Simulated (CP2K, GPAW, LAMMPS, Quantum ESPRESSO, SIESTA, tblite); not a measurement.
**tblite runs on amorphous SiO1.7 (154 atoms)**

Wanted: tblite inputs and outputs for amorphous SiO1.7 (154 atoms), checked against a plane-wave reference.

Method: the method is named at each step, in tblite 0.8.0.

## Step 1: The starting structure

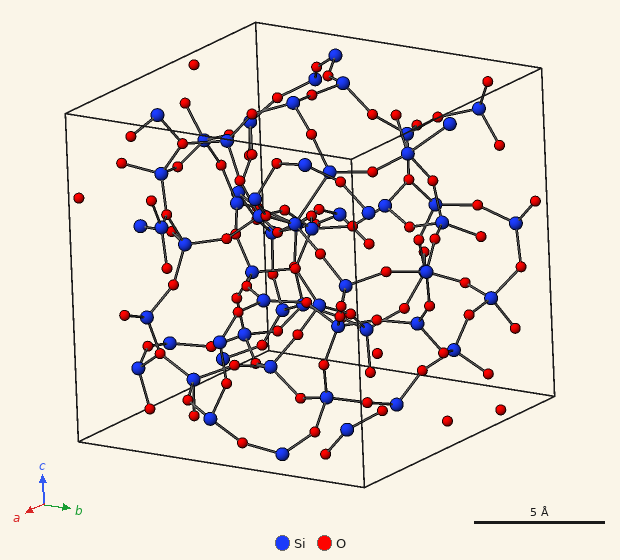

The starting structure, seen slightly off an axis (silicon blue, oxygen red). Bonds to atoms that aren't drawn are left out. Some periodic images of atoms are drawn too.

The cell holds 154 atoms: 57 Si and 97 O. Cell: a = 13.312 Å, b = 13.312 Å, c = 13.312 Å, α = 90.0°, β = 90.0°, γ = 90.0°. 154 atoms (57 Si, 97 O) placed at random at 2.22 g/cm³, melted at 5000 K for 10 ps at fixed volume with the Tersoff Si-O potential (Munetoh et al., Comput. Mater. Sci. 39, 334 (2007)). Quenched from 5000 K to 100 K at 10 K/ps and fixed volume, held 5 ps.

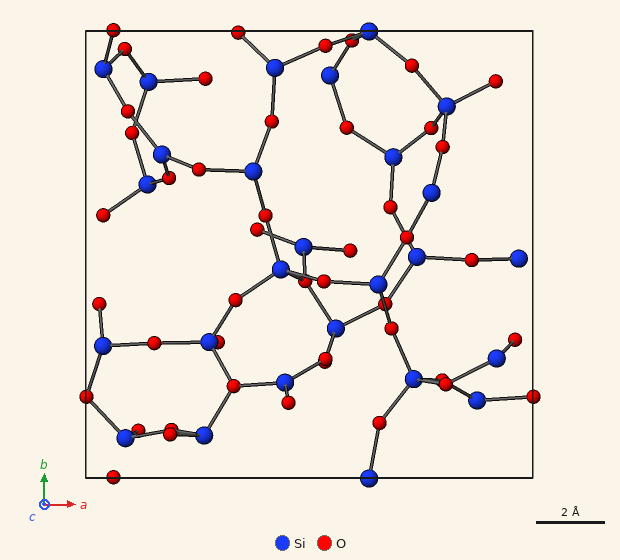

A slice 6 Å thick through the middle of the cell. Bonds to atoms that aren't drawn are left out.

The yardstick, on the same geometry:

- method: Kohn-Sham DFT, PBE, SSSP efficiency 1.3.0 pseudopotentials, plane waves (Quantum ESPRESSO 7.5); sssp-pbe-1.3.0-efficiency, cutoffs 60/480 Ry, Γ point
- r.m.s. force component: 1.344 eV/Å
- longest force: 5.621 eV/Å
- pressure: 3.582 GPa
- time: 39 min on 2 MPI ranks of Arm Neoverse V2, shared host
- CPU time: 78 min

## Step 2: GFN2-xTB

Method: GFN2-xTB tight binding, diagonalisation.

run.py reads:

```python
import numpy as np
from ase.io import read
from tblite.ase import TBLite

atoms = read("structure.xyz")
atoms.calc = TBLite(method="GFN2-xTB", electronic_temperature=580, accuracy=1.0, max_iterations=250, mixer_damping=0.4, verbosity=1)
energy = atoms.get_potential_energy()
forces = atoms.get_forces()
print(f"energy {energy:.6f} eV")
print("forces (eV/A)")
for i, (a, f) in enumerate(zip(atoms, forces)):
    print(f"{i:4d} {a.symbol:2s} {f[0]:10.5f} {f[1]:10.5f} {f[2]:10.5f}")
stress = -atoms.get_stress(voigt=False) * 160.21766
print("stress (GPa, compression positive)")
for row in stress:
    print(" ".join(f"{x:10.4f}" for x in row))
print("charges (e)")
print(np.array2string(atoms.get_charges(), precision=4, suppress_small=True, max_line_width=110, threshold=100000))
```

structure.xyz reads:

```xyz
154
Lattice="13.31250 0.00000 0.00000 0.00000 13.31250 0.00000 0.00000 0.00000 13.31250" Properties=species:S:1:pos:R:3 pbc="T T T"
Si 7.27408 11.98498 4.78678
Si 3.52568 1.26522 7.55631
Si 13.02388 8.53411 10.94753
Si 1.36227 0.49043 9.72571
Si 5.80718 6.20988 7.42318
Si 3.47230 0.21353 0.65404
Si 2.26632 9.63066 7.89591
Si 8.71410 5.76152 8.68321
Si 11.69090 8.42908 0.22139
Si 6.48505 6.87737 4.58948
Si 3.68077 4.04527 6.68940
Si 6.19537 10.12788 0.94545
Si 6.44924 11.28634 11.35503
Si 12.96185 12.37610 2.11908
Si 4.53038 7.07160 13.09005
Si 9.15900 9.55025 4.86545
Si 1.18162 1.18481 5.27987
Si 1.87094 11.79541 4.29128
Si 0.40337 2.96057 11.52956
Si 10.00008 2.12374 10.24437
Si 10.74771 11.06349 7.14801
Si 8.85002 4.48285 11.59053
Si 6.66371 3.45073 2.98453
Si 7.02434 2.16634 10.78352
Si 11.78156 12.97955 10.66917
Si 2.89187 8.85840 10.83038
Si 8.98900 8.76668 1.82102
Si 7.44541 4.44837 5.86762
Si 7.34743 0.39738 2.39652
Si 1.83819 8.74139 4.93747
Si 11.65469 2.30865 4.90526
Si 11.05869 3.97405 2.44923
Si 5.63438 12.21102 8.46143
Si 0.51386 3.93198 6.21467
Si 0.52624 12.17721 7.00770
Si 9.76738 2.94326 7.43051
Si 10.53125 1.04969 2.35538
Si 2.35498 2.33475 2.62123
Si 10.93089 2.68739 12.96345
Si 8.43640 13.29706 7.38910
Si 3.81962 7.23148 2.92516
Si 13.02042 10.93635 12.66897
Si 6.30161 13.20800 12.78333
Si 4.98873 9.12718 8.53331
Si 12.89542 6.53138 4.83244
Si 1.93963 11.62660 11.97885
Si 9.86017 6.58383 5.68843
Si 4.88116 12.01107 3.05176
Si 5.93365 2.83916 8.02025
Si 2.10311 5.11120 13.26298
Si 13.09870 6.08022 1.72157
Si 3.65881 4.19890 3.47084
Si 8.64953 9.09244 10.90600
Si 7.81990 6.94580 13.18776
Si 10.29762 8.49138 9.17657
Si 12.23712 3.55856 8.89421
[... 94 atom lines left out ...]
O 12.87013 11.25918 0.94545
O 8.91751 5.17856 5.81650
O 11.05403 2.45602 3.29325
O 0.40284 5.18109 5.16445
```

Command:

```console
OMP_NUM_THREADS=1 python run.py > output.txt
```

The program printed:

```text
------------------------------------------------------------
  cycle        total energy    energy error   density error
------------------------------------------------------------
      1     -477.4932577785  -4.7978459E+02   5.8680030E-01
      2     -487.9990633009  -1.0505806E+01   4.4916196E-01
      3     -487.7024553048   2.9660800E-01   3.7677126E-01
      4     -489.6942955251  -1.9918402E+00   3.6707876E-01
      5     -495.8804070644  -6.1861115E+00   2.8110990E-01
      6     -495.8855497442  -5.1426798E-03   2.6270485E-01
      7     -496.4652824097  -5.7973267E-01   2.0596805E-01
      8     -497.0787390652  -6.1345666E-01   2.0937524E-01
      9     -496.8606057838   2.1813328E-01   2.0104815E-01
     10     -497.5136425699  -6.5303679E-01   1.8244318E-01
     11     -498.0369674837  -5.2332491E-01   1.3916702E-01
     12     -498.3851862757  -3.4821879E-01   1.2489209E-01
     13     -498.3416540470   4.3532229E-02   1.2972493E-01
     14     -498.2366249750   1.0502907E-01   1.3571476E-01
     15     -498.2686577221  -3.2032747E-02   1.3289325E-01
     16     -498.3351925765  -6.6534854E-02   1.1228773E-01
     17     -498.3644331414  -2.9240565E-02   1.0607485E-01
     18     -498.1819365197   1.8249662E-01   1.2307102E-01
     19     -498.5885281410  -4.0659162E-01   7.9362793E-02
     20     -498.5382682727   5.0259868E-02   8.5461048E-02
     21     -498.6375868188  -9.9318546E-02   7.1446777E-02
     22     -498.7042574989  -6.6670680E-02   5.5571988E-02
     23     -498.7263632942  -2.2105795E-02   4.7910253E-02
     24     -498.7454874930  -1.9124199E-02   3.9665109E-02
[...]
47     -498.7933917944  -1.7323041E-06   2.6368422E-04
     48     -498.7933927857  -9.9136298E-07   1.9171538E-04
     49     -498.7933935597  -7.7396982E-07   1.2762217E-04
     50     -498.7933938448  -2.8508873E-07   8.2422262E-05
     51     -498.7933939768  -1.3195540E-07   5.9977990E-05
     52     -498.7933939938  -1.7044954E-08   5.4961340E-05
     53     -498.7933940690  -7.5225614E-08   3.2479110E-05
     54     -498.7933940979  -2.8886973E-08   1.2948776E-05
------------------------------------------------------------
 total:                                  21.095 sec
energy -13572.859593 eV
forces (eV/A)
   0 Si   -4.52571   -2.20879    3.99246
   1 Si   -1.86721   -2.04880    1.60196
   2 Si   -0.85659   -5.03483   -0.14088
   3 Si   -1.11313   -0.21866   -0.03348
   4 Si   -0.32776    3.35974    1.33885
   5 Si   -0.25027    0.25838    0.87429
   6 Si   -4.51965   -1.84492    0.22988
   7 Si    0.96460   -0.56812    0.02843
   8 Si    0.38756    0.03953    1.38715
   9 Si    0.18685    5.54393    2.26905
  10 Si   -1.68704    1.47098   -1.85999
  11 Si   -1.87772   -2.57653   -0.92001
  12 Si    0.81220    1.75816    1.22858
  13 Si    2.13286    1.20347   -1.53126
  14 Si   -0.63401    1.11119    0.42739
  15 Si   -0.04118   -0.13240    0.63885
  16 Si    1.91530   -0.23481   -0.52290
  17 Si    1.30901   -0.93844   -1.64826
  18 Si    2.04730   -1.45239   -0.71221
  19 Si   -0.27943   -1.64416    0.08143
  20 Si   -0.09193    0.21507    0.00448
  21 Si   -2.06301    0.89207   -1.70588
  22 Si   -0.18960   -0.20989   -0.15831
  23 Si    0.23546   -0.23623    0.65378
[...]
146 O    -0.82262    0.07064   -1.01837
 147 O    -1.11112    1.23660   -0.86638
 148 O     1.05737   -2.46517   -2.30425
 149 O     2.26526   -0.43668   -0.67835
 150 O    -0.60262   -0.44241    0.61291
 151 O     0.15958    1.74963   -3.77937
 152 O    -0.92952    0.92384   -2.20465
 153 O     0.10866   -1.21321    0.64492
stress (GPa, compression positive)
   -4.1518     0.0434     0.2269
    0.0434    -3.4781     0.1755
    0.2269     0.1755    -3.2270
charges (e)
[ 0.4214  0.6796  0.4046  0.73    0.6746  0.6492  0.4325  0.6615  0.4147  0.363   0.6967  0.4175  0.498
  0.4558  0.6137  0.6335  0.6572  0.6572  0.6159  0.6879  0.6027  0.6742  0.6874  0.6661  0.4305  0.6106
  0.648   0.7403  0.6733  0.6352  0.3422  0.6862  0.6254  0.6608  0.6307  0.6942  0.6444  0.2562  0.6794
  0.6242  0.6252  0.485   0.5554  0.4056  0.6422  0.5056  0.5269  0.6495  0.3693  0.4939  0.6331  0.5323
  0.3062  0.6477  0.4981  0.3808  0.7112 -0.2967 -0.3343 -0.366  -0.3194 -0.3211 -0.383  -0.3874 -0.3507
 -0.3027 -0.3145 -0.3433 -0.3484 -0.2543 -0.3273 -0.3461 -0.3195 -0.3633 -0.339  -0.327  -0.3786 -0.3344
 -0.3239 -0.361  -0.3631 -0.3287 -0.4127 -0.3203 -0.3282 -0.27   -0.3108 -0.3381 -0.3071 -0.3343 -0.3636
 -0.4103 -0.3722 -0.3043 -0.3041 -0.2665 -0.392  -0.2968 -0.2828 -0.3389 -0.2664 -0.3556 -0.2767 -0.4089
 -0.3605 -0.3352 -0.3493 -0.3969 -0.3359 -0.3831 -0.3561 -0.3554 -0.3163 -0.3157 -0.3457 -0.2674 -0.3313
 -0.3622 -0.3714 -0.288  -0.4126 -0.366  -0.2996 -0.3091 -0.3183 -0.334  -0.2915 -0.3672 -0.4107 -0.277
 -0.3039 -0.3869 -0.3353 -0.3799 -0.4364 -0.3731 -0.3479 -0.318  -0.2816 -0.255  -0.2934 -0.3148 -0.3807
 -0.3353 -0.3433 -0.3201 -0.255  -0.2548 -0.423  -0.2972 -0.2746 -0.3957 -0.3385 -0.3494]
```

Wall time 22 s (1 thread of Arm Neoverse V2, shared host); peak memory 0.21 GiB.

Banners, paths, timers and routine set-up lines are dropped from the logs unmarked, and long logs keep their key lines alone; longer cuts are marked.

Against the reference:

```
r.m.s. force component                  : 1.287 eV/Å
r.m.s. difference of force components   : 689 meV/Å
longest difference of force vectors     : 5492 meV/Å
force difference over r.m.s. force      : 51.26 %
slope of forces against the reference's : 0.8271
correlation of force components         : 0.8637
pressure                                : -3.619 GPa
pressure difference                     : -7.201 GPa
```

Length of the force difference by element (eV/Å):

```
element  atoms  mean  most
      O     97  0.83   2.7
     Si     57   1.2   5.5
```

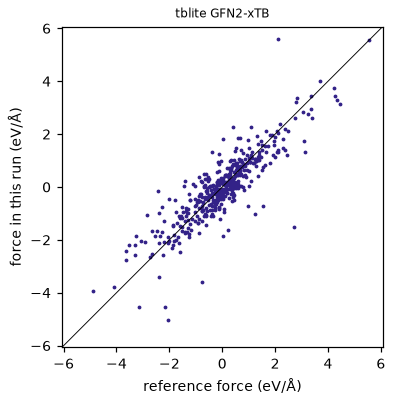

Force components against those of the reference; the line marks equality.

Local excerpt of 9 atoms (numbers count through the whole input) about Si9, picked at random; x, y, z are measured from there.

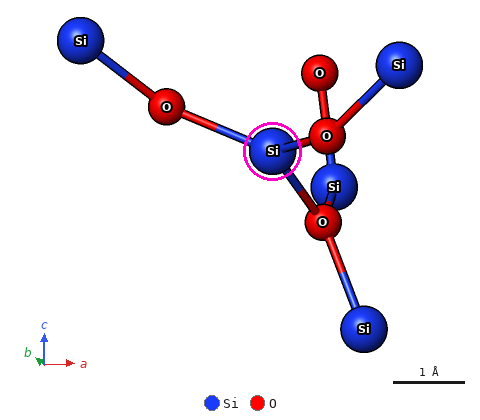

The atoms of the table, within 3.2 Å (arrows a, b, c point along x, y, z); some may hide others; the central atom is ringed.

```
atom      x      y      z  distance (Å)  Mulliken charge (e)     Fx     Fy  Fz (eV/Å)
 Si9   0.00   0.00   0.00          0.00                 0.41   0.39   0.04       1.39
O146   0.52  -1.50   0.40          1.63                -0.32   0.22  -0.72       0.73
O131  -1.42   0.59   0.59          1.65                -0.30  -1.35  -0.63       0.65
 O99   0.88   0.88  -1.15          1.69                -0.28   0.47   2.18      -0.28
 Si3   1.33   0.11  -2.59          2.91                 0.40  -0.86  -5.03      -0.14
Si42   1.33   2.51  -0.86          2.97                 0.48   1.40   2.39      -0.37
Si51   1.41  -2.35   1.50          3.12                 0.63  -1.19   0.73       0.04
O151   1.18   2.83   0.72          3.15                -0.27  -0.60  -0.44       0.61
Si27  -2.70   0.34   1.60          3.16                 0.65   0.06   3.30      -0.30
```

Atoms are counted from 1 here, from 0 in the log.

Forces lie 51 % from the reference's, at 0.0046 times its CPU time (on 1 against 2 cores).

Further runs of this program without a result: tblite GFN1-xTB (not converged).

## Step 3: What came out

* force difference from the reference: tblite GFN2-xTB, 51 %
* its CPU time: 22 s

**Reading.** Tight binding differs by 51 % (tblite GFN2-xTB); it is another model, with fitted parameters of its own, and the xTB methods hold dispersion. One electronic-structure run takes under half the reference's CPU time: tblite GFN2-xTB, at 51 % in 22 s against 78 min; its pressure misses by -7.2 GPa. Periodic xTB results under one method name differ between programs and library versions. The reference's pressure holds the uncorrected Pulay stress of its 60 Ry basis, so small pressure differences, and their order, may be the reference's own error. The quench rate of 10 K/ps is many orders above laboratory rates, so the cell is likely richer in defects and strain than a real sample. The network of bonds at the start is that of the classical potential that made the cell, and needn't be the one that DFT or experiment would give. The electronic-structure runs sample only Γ, in a cell whose shortest periodic width is 13 Å, which is coarse for a cell with partly filled levels.

[Also dropped from logs without a mark: logging warnings of Python, and SIESTA's first energy breakdown and zero terms.]

[Logs are printed without paths, hosts, clocks, repeated set-up lines and the standing remarks that a program may print on its own settings, such as how far it seeks lower states.]

[Hosts, paths, dates, database ids (printed as entryN), source tags and the programs' standing remarks are cut or masked in the printed files.]
